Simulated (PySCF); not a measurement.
**[BFH3]- (BFH3, charge −1): what the electrons do**

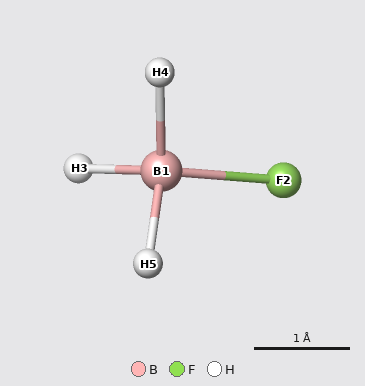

The molecule, with its atoms numbered as below. No frequency check shows the geometry to be a minimum.

Coordinates in Å:

```
B1      -0.6975   -0.0001    0.0000
F2       0.7490    0.0000    0.0000
H3      -1.0846   -0.3564   -1.1083
H4      -1.0844    1.1383    0.2453
H5      -1.0846   -0.7813    0.8630
```

## 1. Bonding charge

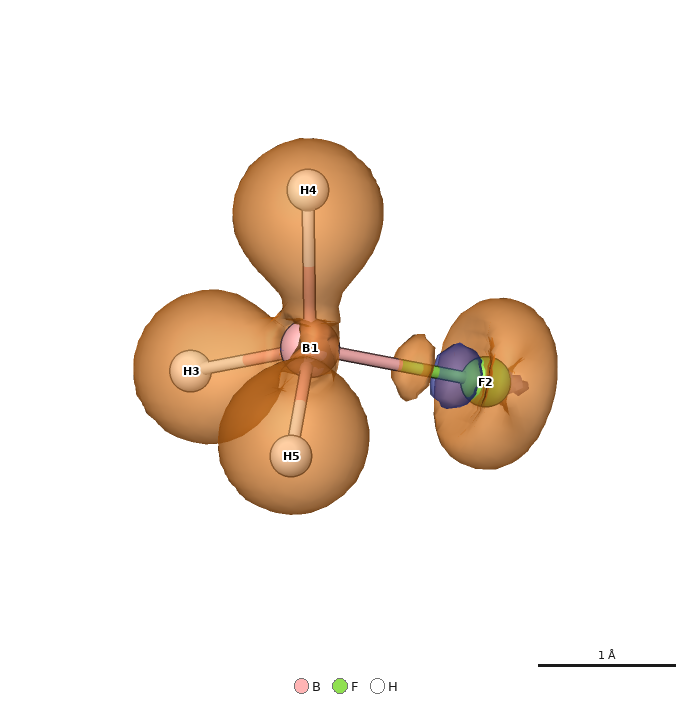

Deformation density (molecule less spherical, spin-averaged free atoms at the same positions), surfaces at ±0.14 e/Å³; orange: gain, blue: loss.

Level of theory: PBE0/aug-cc-pVDZ (PySCF), at a geometry from GFN2-xTB.

> How much density has each bond gained at its critical point, relative to the free atoms?

B1–H5, B1–H3 and B1–H4: +0.28 e/Å³ at the bond critical point (bond length 1.23 Å). B1–F2: −0.02 e/Å³ at the bond critical point (bond length 1.45 Å); up to 0.6 Å beside the axis the gain reaches +0.20 e/Å³. In all, 1.4 electrons gather in the regions of gain relative to the promolecule of neutral atoms (this includes the anion's extra charge). A small or negative value marks a very polar bond, one between electron-rich atoms, whose free-atom densities already overlap strongly, a long bond to a heavier atom, or a closed-shell contact such as a hydrogen bond.

> Where do the Hirshfeld charges lie?

The highest Hirshfeld charge is on B1 (−0.17 e), the lowest on F2 (−0.31 e).

## 2. Bond critical points

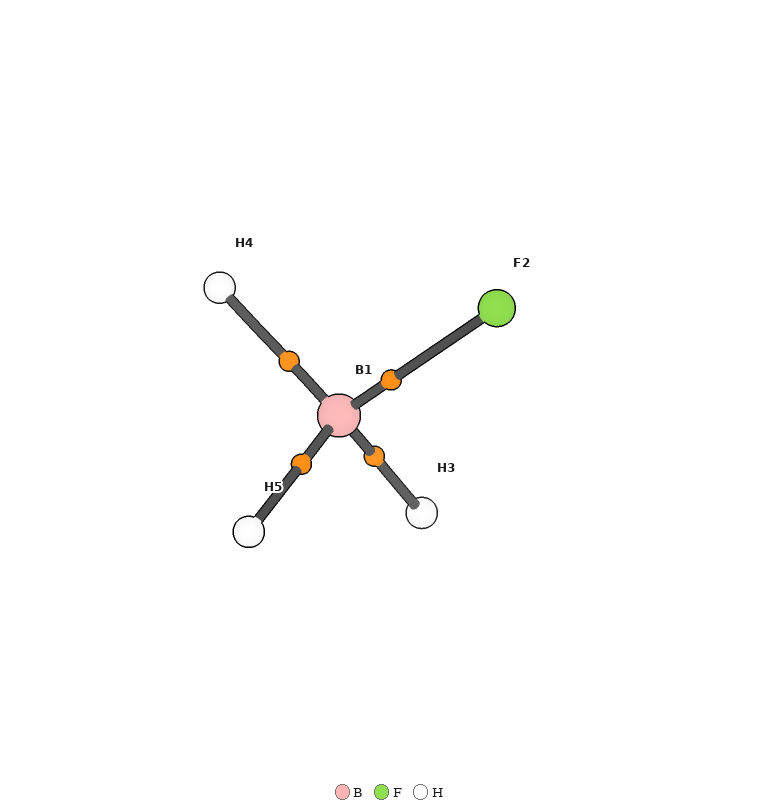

Molecular graph of the electron density (QTAIM): bond paths, bond critical points (orange), ring points (yellow, if any); weak paths are dashed.

> How many critical points of each kind are there, and does the count close?

5 nuclei, 4 bond, 0 ring and 0 cage critical points: 5 − 4 + 0 − 0 = 1, as the Poincaré–Hopf relation requires.

> What does the calculation give at each kind of bond critical point?

```tsv
bond	length (Å)	ρ (a.u.)	∇²ρ (a.u.)	ε	H (a.u.)
B1–H5 (3 alike)	1.227	0.152	−0.05	0.19	−0.152
B1–F2	1.447	0.126	+0.91	0.00	−0.042
```

> What kind of interaction is B1–H5?

Shared-shell (covalent): ρ = 0.152, ∇²ρ = −0.05, H = −0.152 a.u.

## 3. Electrostatic potential

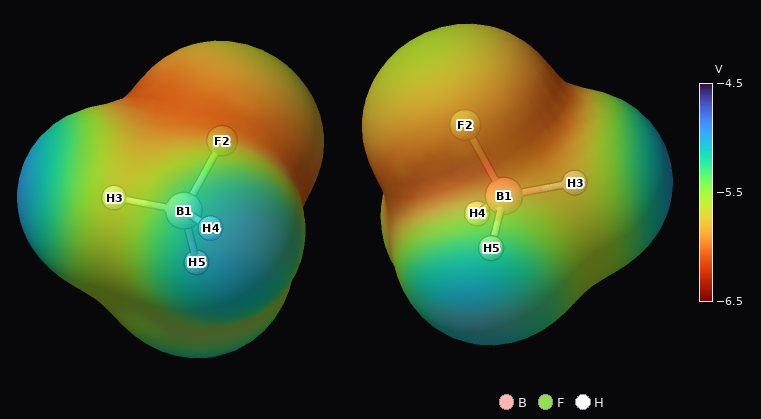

Electrostatic potential on the surface of electron density 0.001 a.u. (back view left, front view right).

> Where are the extremes of the potential on the surface?

Highest: −4.96 V, 1.7 Å from H3, and at like points elsewhere. Further maxima include −5.60 V, 1.7 Å from F2. Lowest: −6.09 V, about equally far (1.8 Å) from F2 and H5, over B1 (2.2 Å), and at like points elsewhere. The surface is sampled at points, so like sites can differ by a few per cent and only the strongest of them is named.

> What volume does the surface enclose?

About 64 Å³.

## 4. Localised orbitals

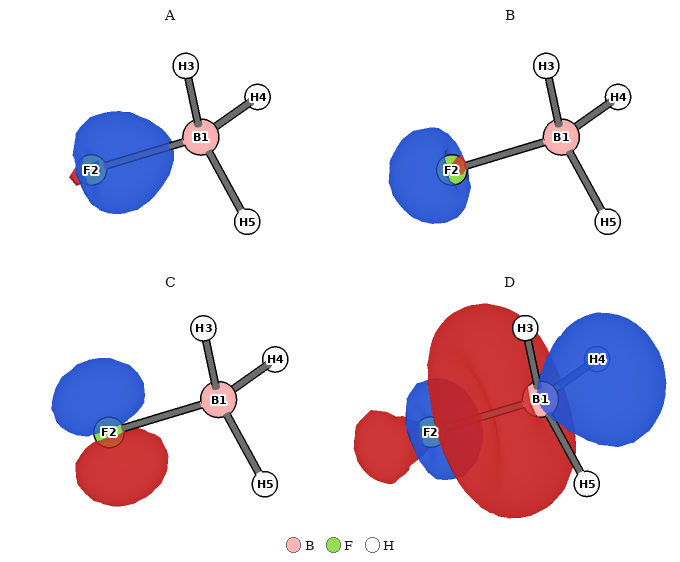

Intrinsic bond orbitals (IBO), occupied and valence-virtual; each surface holds about 70 % of the orbital's density. Energies are diagonal elements of the Fock matrix.

Method: B3LYP/def2-SVP; geometry: GFN2-xTB; program: PySCF. The basis has no diffuse functions, which an anion needs.

> What does each orbital represent in a Lewis picture?

By panel:
- A: σ bond F2–B1 (F2 78 %, B1 22 %; −15.9 eV)
- B: lone pair on F2 (sp0.9-type) (F2 100 %; −12.2 eV)
- C: lone pair on F2 (p-type) (F2 98 %; −3.0 eV)
- D: σ* orbital B1–F2, mostly on B1 (B1 79 %, F2 21 %; 13.4 eV)

> How do all the valence pairs divide up?

7 pairs: 4 σ bonds and 3 lone pairs.
